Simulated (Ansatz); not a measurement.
Run report: C4H3NS4, molecular dynamics (part 1 of 4)

The run: molecular dynamics of C4H3NS4 (disordered cell, 36 atoms in the cell). Method and program: DFT PBE-D3(BJ), scalar-relativistic, plane waves, PAW, no spin polarisation (Ansatz 0.2.0).

It belongs to a series of runs on one base structure; here: dynamics from the start.

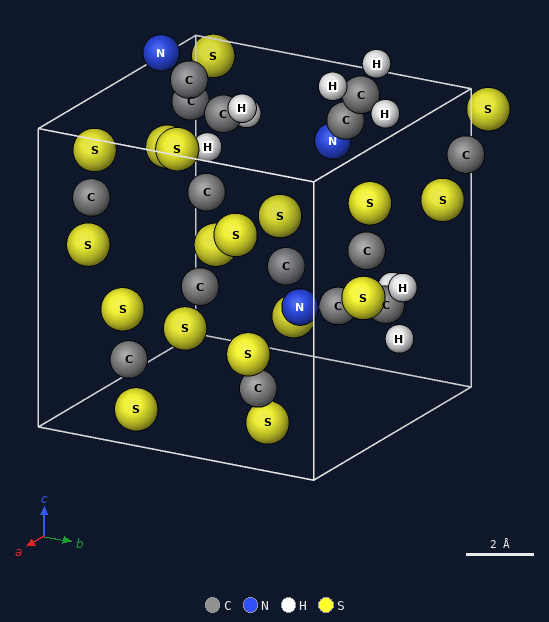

Fig. 1: The starting structure (spheres-only view of the cell of the calculation, seen at an oblique angle).

Results in brief

| quantity | value |
| --- | --- |
| outcome | finished |
| mean temperature over the second half | 897 K |
| trajectory | 150 steps, 75 fs |
| ensemble | nvt_langevin |
| temperature in the input | 1000.0 K |
| time step | 0.5 fs |
| electrons treated | 144 |
| potential energy (free energy of the electrons) (last step) | −15125.5576 eV |
| Fermi energy (last step) | 0.123 eV |
| gap on the k-point mesh (last step) | 3.03 eV |
| largest force (length of the vector) (last step) | 6.356 eV/Å |
| hardware | 1 thread of AMD EPYC (Zen 3), 16 GiB of memory available, shared host |
| wall time | 13 min |
| peak memory | 0.77 GiB |

The k-point mesh is coarse for a cell of this size, so the results may not be converged. So short a trajectory is not equilibrated. The logged temperature at the start can lie below the typed one, since it is counted over all degrees of freedom.

Input
```yaml
crystal:
  lattice:
    - [9.51337, 0.0, 0.0]
    - [0.0, 9.51337, 0.0]
    - [0.0, 0.0, 9.51337]
  atoms:
    - { symbol: C, position: [0.19679018, 0.7122207, 0.98968812] }
    - { symbol: C, position: [0.14682654, 0.62805462, 0.87273446] }
    - { symbol: "N", position: [0.1076013, 0.55940918, 0.77968562] }
    - { symbol: H, position: [0.28908382, 0.66268252, 1.03787201] }
    - { symbol: H, position: [0.22609321, 0.81795224, 0.954146] }
    - { symbol: H, position: [0.11414024, 0.72170463, 1.06957243] }
    - { symbol: C, position: [0.30092698, 0.27190754, 0.87958027] }
    - { symbol: C, position: [0.30918434, 0.15247505, 0.97548872] }
    - { symbol: "N", position: [0.31662097, 0.05543149, 1.05018111] }
    - { symbol: H, position: [0.34637753, 0.36647082, 0.92942256] }
    - { symbol: H, position: [0.36102898, 0.24886357, 0.78319585] }
    - { symbol: H, position: [0.191356, 0.29415509, 0.85083754] }
    - { symbol: C, position: [0.35479542, 0.89260082, 0.36752142] }
    - { symbol: C, position: [0.45209078, 0.77551842, 0.3727091] }
    - { symbol: "N", position: [0.53065152, 0.68203168, 0.37688204] }
    - { symbol: H, position: [0.24649162, 0.85501263, 0.38792676] }
    - { symbol: H, position: [0.38368977, 0.97132298, 0.44807593] }
    - { symbol: H, position: [0.3566371, 0.94381077, 0.26277207] }
    - { symbol: S, position: [0.92711583, 0.02132788, 0.91233163] }
    - { symbol: C, position: [1.03211061, -0.00089839, 0.78896241] }
    - { symbol: S, position: [1.13911489, -0.02389205, 0.66611896] }
    - { symbol: S, position: [0.01078797, 0.31189568, 0.45336594] }
    - { symbol: C, position: [0.01452999, 0.3367455, 0.29089546] }
    - { symbol: S, position: [0.01415066, 0.36326178, 0.12816815] }
    - { symbol: S, position: [0.69507082, 0.54190817, 0.64490937] }
    - { symbol: C, position: [0.68908051, 0.43293977, 0.76693791] }
    - { symbol: S, position: [0.68126071, 0.32219326, 0.88886861] }
    - { symbol: S, position: [0.76265652, 0.69688267, 0.06516033] }
    - { symbol: C, position: [0.84414453, 0.70943965, 0.20698032] }
    - { symbol: S, position: [0.92626424, 0.72046641, 0.34892812] }
    - { symbol: S, position: [0.3891993, 0.29523113, 0.47250617] }
    - { symbol: C, position: [0.52173041, 0.31384349, 0.37699248] }
    - { symbol: S, position: [0.65342088, 0.33469966, 0.28174512] }
    - { symbol: S, position: [0.53276317, 0.93699803, 0.77111491] }
    - { symbol: C, position: [0.63722121, 0.98476086, 0.65312344] }
    - { symbol: S, position: [0.74130315, 1.03306564, 0.53613485] }
basis:
  ecutwfc: 420.0
kpoints:
  mp_grid: { grid: [1, 1, 1] }
hamiltonian:
  xc: pbe
  dispersion: d3bj
scf:
  occupations: { method: fermi_dirac, width: 0.02 }
  lower_state_search: "off"
md:
  timestep: 0.5
  n_steps: 150
  ensemble: nvt_langevin
  temperature: 1000.0
  initial_velocities: maxwell_boltzmann
  seed: 187262
  friction: 0.02
```

Run as:
```bash
ansatz run input.yaml --threads 1 --pin off --max-ram 3072MiB --backend cpu --events-out ev --progress --plain --runs-dir out
```

Log
```
Warning: md: disabling space-group detection — thermal motion breaks the input geometry's symmetry, so no spatial operation reduces the k-mesh or symmetrises the density; time reversal is kept, so that k and −k are solved as one point where they differ and the mesh holds both, and exact exchange and, on two spinor components, a DFT+U term hold to it where the run has them: on two components no moment then forms, and a state that bears one, which a typed moment (crystal.atoms[].spin; refused beside efield: under a hybrid functional) reaches, can lie lower, under hf by electronvolts; crystal.symmetry.detect: false (a key that needs symmetry detection or time reversal refuses this as the deck is read) with time_reversal: false beside it drops time reversal too
Engine: ansatz 0.2.0, x86_64-unknown-linux-gnu
Pseudopotentials: kind: paw
Pseudopotential: C, paw, valence charge 4, recommended cutoff 420 eV (normal), C.paw.azcp
Pseudopotential: N, paw, valence charge 5, recommended cutoff 420 eV (normal), N.paw.azcp
Pseudopotential: H, paw, valence charge 1, recommended cutoff 420 eV (normal), H.paw.azcp
Pseudopotential: S, paw, valence charge 6, recommended cutoff 420 eV (normal), S.paw.azcp
Functional definition: PBE
  parameter kappa = 0.804
  parameter beta = 0.06672455060314922
  exchange = pbe_x(kappa = kappa, mu = beta*pi^2/3)
  correlation = pbe_c(beta = beta)
Crystal: 36 atoms, lattice volume = 861.000 Å³
Basis set: ecut = 420 eV, 16831 PW (Γ), exchange–correlation on 128×128×128 points (8 copies of the dense FFT grid, shifted against one another)
Bands: 108, of which v1, the nominal top of the filled ones, is band 72 counted from 1 (71 counted from 0)
Symmetry: 1 space group operations
k-points: 1
Non-local potential: C, projectors of the file, l = 0: 2, l = 1: 2, l = 2: 1
Non-local potential: N, projectors of the file, l = 0: 2, l = 1: 2, l = 2: 1
Non-local potential: H, projectors of the file, l = 0: 2, l = 1: 1
Non-local potential: S, projectors of the file, l = 0: 2, l = 1: 2, l = 2: 2
PAW form: soft (Blöchl's): semilocal exchange-correlation on the pseudo side does not see the compensation charge
PAW one-centre angular grid: C, 110 points (default); XC on 64 Gauss nodes
PAW one-centre angular grid: N, 110 points (default); XC on 64 Gauss nodes
PAW one-centre angular grid: H, 110 points (default); XC on 64 Gauss nodes
PAW one-centre angular grid: S, 110 points (default); XC on 64 Gauss nodes
Initial density: superposition of atomic densities (neutral atoms: chi_scale 0, normalization atom), corrected by the library's trained network
Initial wavefunctions: pseudopotential atomic-orbital guess
Functional: x = pbe(κ = 0.804, μ = 0.2195149727645171), c = pbe(β = 0.06672455060314922)
SCF iter   1: F=—  HF=-15128.243223 eV  |F-HF|=—  |Δ(HF+E_count)|=         —  Δρ=3.02e-3  dr2=2.12e-1  ethr=1.77e-3  ⟨swp⟩=6.0  Hψ=483  notcnv=0  defer=14
preconditioner: auto → Resta (q_TF=auto, 2.025 Å⁻¹)  ε∞=2.7  [insulator: Δε(μ)=3.242 eV  Ē_g=11.592 eV  σ=0.020 eV  W_gap=1.00  n_scr=122 (ndim 8)  ℏωp=15.2 eV  f_vac=0.215  D(μ)=0.00/eV (n_scr^D=0)  ε∞_Penn≈2.7]
SCF iter   2: F=—  HF=-15128.188483 eV  |F-HF|=—  |Δ(HF+E_count)|=   5.47e-2  Δρ=1.73e-3  dr2=5.18e-2  ethr=1.47e-4  ⟨swp⟩=3.0  Hψ=171  notcnv=0  defer=31
SCF iter   3: F=—  HF=-15128.182336 eV  |F-HF|=—  |Δ(HF+E_count)|=   6.15e-3  Δρ=7.55e-4  dr2=1.37e-2  ethr=3.60e-5  ⟨swp⟩=4.0  Hψ=123  notcnv=0  defer=31
SCF iter   4: F=—  HF=-15128.181843 eV  |F-HF|=—  |Δ(HF+E_count)|=   4.93e-4  Δρ=5.05e-4  dr2=5.86e-3  ethr=9.52e-6  ⟨swp⟩=2.0  Hψ=152  notcnv=0  defer=31
SCF iter   5: F=—  HF=-15128.180748 eV  |F-HF|=—  |Δ(HF+E_count)|=   1.09e-3  Δρ=1.82e-4  dr2=4.51e-4  ethr=4.07e-6  ⟨swp⟩=2.0  Hψ=147  notcnv=0  defer=31
SCF iter   6: F=—  HF=-15128.180703 eV  |F-HF|=—  |Δ(HF+E_count)|=   4.58e-5  Δρ=6.95e-5  dr2=7.24e-5  ethr=3.13e-7  ⟨swp⟩=2.0  Hψ=115  notcnv=0  defer=31
SCF iter   7: F=—  HF=-15128.180690 eV  |F-HF|=—  |Δ(HF+E_count)|=   1.27e-5  Δρ=4.27e-5  dr2=2.74e-5  ethr=5.03e-8  ⟨swp⟩=2.0  Hψ=148  notcnv=0  defer=31
SCF iter   8: F=—  HF=-15128.181327 eV  |F-HF|=—  |Δ(HF+E_count)|=   6.37e-4  Δρ=1.50e-5  dr2=2.71e-6  ethr=1.90e-8  ⟨swp⟩=2.0  Hψ=165  notcnv=0  defer=31
SCF iter   9: F=—  HF=-15128.181328 eV  |F-HF|=—  |Δ(HF+E_count)|=   7.07e-7  Δρ=8.66e-6  dr2=9.05e-7  ethr=1.88e-9  ⟨swp⟩=2.0  Hψ=148  notcnv=0  defer=31
SCF iter  10: F=—  HF=-15128.181328 eV  |F-HF|=—  |Δ(HF+E_count)|=   4.08e-8  Δρ=3.20e-6  dr2=1.23e-7  ethr=6.29e-10  ⟨swp⟩=2.0  Hψ=148  notcnv=0  defer=31
SCF iter  11: F=-15128.181328 eV  HF=-15128.181328 eV  |F-HF|=8.01e-9  |Δ(HF+E_count)|=   1.87e-8  Δρ=1.25e-6  dr2=2.24e-8  ethr=2.50e-11  ⟨swp⟩=4.0  Hψ=327  notcnv=0
SCF 1 converged in 11 iterations: F = -15128.181328 eV  dr2 = 2.24e-8
  greatest PAW one-centre occupation: 0.876 electrons in one spin orbital (limit 2), on the S atom at site 24 (counted from 0), in its partial waves of l = 0
md step     0: t =     0.00 fs  T =   972.2 K  F+E_penalty+E_count = -15128.18132773 eV  E_kin = 4.524100 eV  (11 SCF iters)
Initial density: handed on by an earlier stage of this run
Initial wavefunctions: those handed on with the density
iter 1 solved again at ethr=2.76e-5 eV; its pass at ethr=3.10e-3 eV (dr2=3.97e-2 eV) is discarded
SCF iter   1: F=—  HF=-15128.129266 eV  |F-HF|=—  |Δ(HF+E_count)|=         —  Δρ=2.46e-3  dr2=4.22e-2  ethr=2.76e-5  ⟨swp⟩=7.0  Hψ=549  notcnv=0
preconditioner: auto → Resta (q_TF=auto, 2.025 Å⁻¹)  ε∞=2.7  [insulator: Δε(μ)=3.180 eV  Ē_g=11.558 eV  σ=0.020 eV  W_gap=1.00  n_scr=122 (ndim 8)  ℏωp=15.2 eV  f_vac=0.215  D(μ)=0.00/eV (n_scr^D=0)  ε∞_Penn≈2.7]
SCF iter   2: F=—  HF=-15128.119557 eV  |F-HF|=—  |Δ(HF+E_count)|=   9.71e-3  Δρ=1.03e-3  dr2=5.74e-3  ethr=2.76e-5  ⟨swp⟩=3.0  Hψ=206  notcnv=0
SCF iter   3: F=—  HF=-15128.118729 eV  |F-HF|=—  |Δ(HF+E_count)|=   8.29e-4  Δρ=4.74e-4  dr2=1.57e-3  ethr=3.98e-6  ⟨swp⟩=2.0  Hψ=179  notcnv=0
SCF iter   4: F=—  HF=-15128.118528 eV  |F-HF|=—  |Δ(HF+E_count)|=   2.00e-4  Δρ=1.47e-4  dr2=2.08e-4  ethr=1.09e-6  ⟨swp⟩=2.0  Hψ=164  notcnv=0
SCF iter   5: F=—  HF=-15128.118531 eV  |F-HF|=—  |Δ(HF+E_count)|=   2.79e-6  Δρ=5.15e-5  dr2=3.59e-5  ethr=1.44e-7  ⟨swp⟩=2.0  Hψ=168  notcnv=0
SCF iter   6: F=—  HF=-15128.119164 eV  |F-HF|=—  |Δ(HF+E_count)|=   6.33e-4  Δρ=1.65e-5  dr2=3.98e-6  ethr=2.49e-8  ⟨swp⟩=3.0  Hψ=201  notcnv=0
SCF iter   7: F=—  HF=-15128.119166 eV  |F-HF|=—  |Δ(HF+E_count)|=   1.27e-6  Δρ=7.74e-6  dr2=9.01e-7  ethr=2.76e-9  ⟨swp⟩=2.0  Hψ=165  notcnv=0
SCF iter   8: F=—  HF=-15128.119166 eV  |F-HF|=—  |Δ(HF+E_count)|=   1.00e-7  Δρ=5.07e-6  dr2=3.13e-7  ethr=6.26e-10  ⟨swp⟩=2.0  Hψ=166  notcnv=0
SCF iter   9: F=-15128.119166 eV  HF=-15128.119166 eV  |F-HF|=6.93e-9  |Δ(HF+E_count)|=   2.31e-8  Δρ=1.13e-6  dr2=1.92e-8  ethr=2.50e-11  ⟨swp⟩=3.0  Hψ=421  notcnv=0
SCF 2 converged in 9 iterations: F = -15128.119166 eV  dr2 = 1.92e-8
md step     1: t =     0.50 fs  T =   973.9 K  F+E_penalty+E_count = -15128.11916583 eV  E_kin = 4.531850 eV  (9 SCF iters, 3 dispersion substeps)
[... from here on the SCF iterations and repeated set-up lines of each step are left out, up to the last step ...]
md step     2: t =     1.00 fs  T =   930.3 K  F+E_penalty+E_count = -15127.94896162 eV  E_kin = 4.329016 eV  (9 SCF iters, 3 dispersion substeps)
md step     3: t =     1.50 fs  T =   862.2 K  F+E_penalty+E_count = -15127.71975249 eV  E_kin = 4.012018 eV  (9 SCF iters, 3 dispersion substeps)
md step     4: t =     2.00 fs  T =   795.9 K  F+E_penalty+E_count = -15127.48739338 eV  E_kin = 3.703650 eV  (9 SCF iters, 3 dispersion substeps)
md step     5: t =     2.50 fs  T =   780.8 K  F+E_penalty+E_count = -15127.28183105 eV  E_kin = 3.633422 eV  (7 SCF iters, 3 dispersion substeps)
md step     6: t =     3.00 fs  T =   750.1 K  F+E_penalty+E_count = -15127.12316980 eV  E_kin = 3.490606 eV  (7 SCF iters, 3 dispersion substeps)
md step     7: t =     3.50 fs  T =   708.6 K  F+E_penalty+E_count = -15127.02367930 eV  E_kin = 3.297285 eV  (7 SCF iters, 3 dispersion substeps)
md step     8: t =     4.00 fs  T =   688.3 K  F+E_penalty+E_count = -15126.97560165 eV  E_kin = 3.203004 eV  (7 SCF iters, 3 dispersion substeps)
md step     9: t =     4.50 fs  T =   689.8 K  F+E_penalty+E_count = -15126.96930172 eV  E_kin = 3.209772 eV  (6 SCF iters, 3 dispersion substeps)
md step    10: t =     5.00 fs  T =   685.9 K  F+E_penalty+E_count = -15126.99036265 eV  E_kin = 3.191693 eV  (9 SCF iters, 3 dispersion substeps)
md step    11: t =     5.50 fs  T =   682.6 K  F+E_penalty+E_count = -15127.01125524 eV  E_kin = 3.176180 eV  (7 SCF iters, 3 dispersion substeps)
md step    12: t =     6.00 fs  T =   663.3 K  F+E_penalty+E_count = -15127.00851079 eV  E_kin = 3.086519 eV  (7 SCF iters, 3 dispersion substeps)
md step    13: t =     6.50 fs  T =   651.7 K  F+E_penalty+E_count = -15126.96522811 eV  E_kin = 3.032446 eV  (7 SCF iters, 3 dispersion substeps)
md step    14: t =     7.00 fs  T =   635.7 K  F+E_penalty+E_count = -15126.88483383 eV  E_kin = 2.958184 eV  (6 SCF iters, 3 dispersion substeps)
md step    15: t =     7.50 fs  T =   665.6 K  F+E_penalty+E_count = -15126.78533623 eV  E_kin = 3.097458 eV  (7 SCF iters, 3 dispersion substeps)
md step    16: t =     8.00 fs  T =   631.3 K  F+E_penalty+E_count = -15126.69888053 eV  E_kin = 2.937775 eV  (7 SCF iters, 3 dispersion substeps)
md step    17: t =     8.50 fs  T =   646.2 K  F+E_penalty+E_count = -15126.65765227 eV  E_kin = 3.007168 eV  (7 SCF iters, 3 dispersion substeps)
md step    18: t =     9.00 fs  T =   629.3 K  F+E_penalty+E_count = -15126.65361542 eV  E_kin = 2.928313 eV  (7 SCF iters, 3 dispersion substeps)
md step    19: t =     9.50 fs  T =   610.4 K  F+E_penalty+E_count = -15126.68336454 eV  E_kin = 2.840256 eV  (7 SCF iters, 3 dispersion substeps)
md step    20: t =    10.00 fs  T =   622.7 K  F+E_penalty+E_count = -15126.73004614 eV  E_kin = 2.897724 eV  (9 SCF iters, 3 dispersion substeps)
md step    21: t =    10.50 fs  T =   648.0 K  F+E_penalty+E_count = -15126.74979858 eV  E_kin = 3.015279 eV  (7 SCF iters, 3 dispersion substeps)
md step    22: t =    11.00 fs  T =   640.1 K  F+E_penalty+E_count = -15126.72622652 eV  E_kin = 2.978574 eV  (7 SCF iters, 3 dispersion substeps)
md step    23: t =    11.50 fs  T =   605.6 K  F+E_penalty+E_count = -15126.64993859 eV  E_kin = 2.818275 eV  (7 SCF iters, 3 dispersion substeps)
md step    24: t =    12.00 fs  T =   576.9 K  F+E_penalty+E_count = -15126.52842890 eV  E_kin = 2.684477 eV  (7 SCF iters, 3 dispersion substeps)
md step    25: t =    12.50 fs  T =   578.4 K  F+E_penalty+E_count = -15126.39466397 eV  E_kin = 2.691692 eV  (7 SCF iters, 3 dispersion substeps)
md step    26: t =    13.00 fs  T =   559.0 K  F+E_penalty+E_count = -15126.27753639 eV  E_kin = 2.601044 eV  (6 SCF iters, 3 dispersion substeps)
md step    27: t =    13.50 fs  T =   527.5 K  F+E_penalty+E_count = -15126.18793395 eV  E_kin = 2.454541 eV  (7 SCF iters, 3 dispersion substeps)
md step    28: t =    14.00 fs  T =   544.7 K  F+E_penalty+E_count = -15126.12201975 eV  E_kin = 2.534509 eV  (7 SCF iters, 3 dispersion substeps)
md step    29: t =    14.50 fs  T =   543.0 K  F+E_penalty+E_count = -15126.08496299 eV  E_kin = 2.526736 eV  (7 SCF iters, 3 dispersion substeps)
md step    30: t =    15.00 fs  T =   547.4 K  F+E_penalty+E_count = -15126.09574748 eV  E_kin = 2.547208 eV  (9 SCF iters, 3 dispersion substeps)
md step    31: t =    15.50 fs  T =   585.0 K  F+E_penalty+E_count = -15126.15106811 eV  E_kin = 2.722043 eV  (7 SCF iters, 3 dispersion substeps)
md step    32: t =    16.00 fs  T =   583.3 K  F+E_penalty+E_count = -15126.23234156 eV  E_kin = 2.714115 eV  (7 SCF iters, 3 dispersion substeps)
md step    33: t =    16.50 fs  T =   592.1 K  F+E_penalty+E_count = -15126.32770753 eV  E_kin = 2.755045 eV  (7 SCF iters, 3 dispersion substeps)
md step    34: t =    17.00 fs  T =   611.7 K  F+E_penalty+E_count = -15126.42081873 eV  E_kin = 2.846318 eV  (7 SCF iters, 3 dispersion substeps)
md step    35: t =    17.50 fs  T =   642.7 K  F+E_penalty+E_count = -15126.49774452 eV  E_kin = 2.990891 eV  (7 SCF iters, 3 dispersion substeps)
md step    36: t =    18.00 fs  T =   650.7 K  F+E_penalty+E_count = -15126.53417786 eV  E_kin = 3.027881 eV  (7 SCF iters, 3 dispersion substeps)
md step    37: t =    18.50 fs  T =   660.8 K  F+E_penalty+E_count = -15126.50514057 eV  E_kin = 3.074989 eV  (7 SCF iters, 3 dispersion substeps)
md step    38: t =    19.00 fs  T =   621.6 K  F+E_penalty+E_count = -15126.42492824 eV  E_kin = 2.892539 eV  (7 SCF iters, 3 dispersion substeps)
md step    39: t =    19.50 fs  T =   591.4 K  F+E_penalty+E_count = -15126.33931485 eV  E_kin = 2.752038 eV  (7 SCF iters, 3 dispersion substeps)
md step    40: t =    20.00 fs  T =   573.2 K  F+E_penalty+E_count = -15126.30034342 eV  E_kin = 2.667390 eV  (9 SCF iters, 3 dispersion substeps)
md step    41: t =    20.50 fs  T =   568.1 K  F+E_penalty+E_count = -15126.31844744 eV  E_kin = 2.643370 eV  (6 SCF iters, 3 dispersion substeps)
md step    42: t =    21.00 fs  T =   589.6 K  F+E_penalty+E_count = -15126.38195185 eV  E_kin = 2.743723 eV  (7 SCF iters, 3 dispersion substeps)
md step    43: t =    21.50 fs  T =   593.1 K  F+E_penalty+E_count = -15126.46836654 eV  E_kin = 2.760124 eV  (7 SCF iters, 3 dispersion substeps)
md step    44: t =    22.00 fs  T =   653.0 K  F+E_penalty+E_count = -15126.53938054 eV  E_kin = 3.038706 eV  (7 SCF iters, 3 dispersion substeps)
md step    45: t =    22.50 fs  T =   668.9 K  F+E_penalty+E_count = -15126.56352070 eV  E_kin = 3.112432 eV  (7 SCF iters, 3 dispersion substeps)
md step    46: t =    23.00 fs  T =   684.7 K  F+E_penalty+E_count = -15126.53345563 eV  E_kin = 3.186036 eV  (7 SCF iters, 3 dispersion substeps)
md step    47: t =    23.50 fs  T =   690.4 K  F+E_penalty+E_count = -15126.46221032 eV  E_kin = 3.212747 eV  (6 SCF iters, 3 dispersion substeps)
md step    48: t =    24.00 fs  T =   689.4 K  F+E_penalty+E_count = -15126.37300597 eV  E_kin = 3.208144 eV  (7 SCF iters, 3 dispersion substeps)
md step    49: t =    24.50 fs  T =   653.0 K  F+E_penalty+E_count = -15126.29527317 eV  E_kin = 3.038650 eV  (7 SCF iters, 3 dispersion substeps)
md step    50: t =    25.00 fs  T =   664.9 K  F+E_penalty+E_count = -15126.24111527 eV  E_kin = 3.094195 eV  (9 SCF iters, 3 dispersion substeps)
md step    51: t =    25.50 fs  T =   660.1 K  F+E_penalty+E_count = -15126.21155566 eV  E_kin = 3.071503 eV  (7 SCF iters, 3 dispersion substeps)
md step    52: t =    26.00 fs  T =   637.4 K  F+E_penalty+E_count = -15126.21077808 eV  E_kin = 2.966104 eV  (7 SCF iters, 3 dispersion substeps)
md step    53: t =    26.50 fs  T =   657.5 K  F+E_penalty+E_count = -15126.24058268 eV  E_kin = 3.059411 eV  (7 SCF iters, 3 dispersion substeps)
md step    54: t =    27.00 fs  T =   662.2 K  F+E_penalty+E_count = -15126.29191268 eV  E_kin = 3.081348 eV  (7 SCF iters, 3 dispersion substeps)
md step    55: t =    27.50 fs  T =   675.4 K  F+E_penalty+E_count = -15126.35221128 eV  E_kin = 3.142923 eV  (6 SCF iters, 3 dispersion substeps)
md step    56: t =    28.00 fs  T =   702.8 K  F+E_penalty+E_count = -15126.41037895 eV  E_kin = 3.270556 eV  (6 SCF iters, 3 dispersion substeps)
md step    57: t =    28.50 fs  T =   675.1 K  F+E_penalty+E_count = -15126.44733053 eV  E_kin = 3.141532 eV  (7 SCF iters, 3 dispersion substeps)
md step    58: t =    29.00 fs  T =   681.7 K  F+E_penalty+E_count = -15126.45453017 eV  E_kin = 3.172015 eV  (7 SCF iters, 3 dispersion substeps)
md step    59: t =    29.50 fs  T =   691.7 K  F+E_penalty+E_count = -15126.43789902 eV  E_kin = 3.218841 eV  (7 SCF iters, 3 dispersion substeps)
md step    60: t =    30.00 fs  T =   700.4 K  F+E_penalty+E_count = -15126.40478236 eV  E_kin = 3.259042 eV  (9 SCF iters, 3 dispersion substeps)
md step    61: t =    30.50 fs  T =   694.3 K  F+E_penalty+E_count = -15126.35697882 eV  E_kin = 3.230876 eV  (7 SCF iters, 3 dispersion substeps)
md step    62: t =    31.00 fs  T =   711.6 K  F+E_penalty+E_count = -15126.30377501 eV  E_kin = 3.311316 eV  (7 SCF iters, 3 dispersion substeps)
md step    63: t =    31.50 fs  T =   681.3 K  F+E_penalty+E_count = -15126.27866228 eV  E_kin = 3.170125 eV  (7 SCF iters, 3 dispersion substeps)
md step    64: t =    32.00 fs  T =   699.9 K  F+E_penalty+E_count = -15126.31949977 eV  E_kin = 3.257062 eV  (7 SCF iters, 3 dispersion substeps)
automatic band count: iteration 1 solves 83 bands in place of 108: the levels show a gap, and the empty bands left out lie too high to hold charge; the band table lists the bands solved (type scf.n_extra_bands for more)
preconditioner: auto → Resta (q_TF=auto, 2.025 Å⁻¹)  ε∞=3.6  [insulator: Δε(μ)=2.980 eV  Ē_g=9.338 eV  σ=0.020 eV  W_gap=1.00  n_scr=122 (ndim 8)  ℏωp=15.2 eV  f_vac=0.217  D(μ)=0.00/eV (n_scr^D=0)  ε∞_Penn≈3.6]
md step    65: t =    32.50 fs  T =   725.4 K  F+E_penalty+E_count = -15126.40637251 eV  E_kin = 3.375524 eV  (6 SCF iters, 3 dispersion substeps)
```
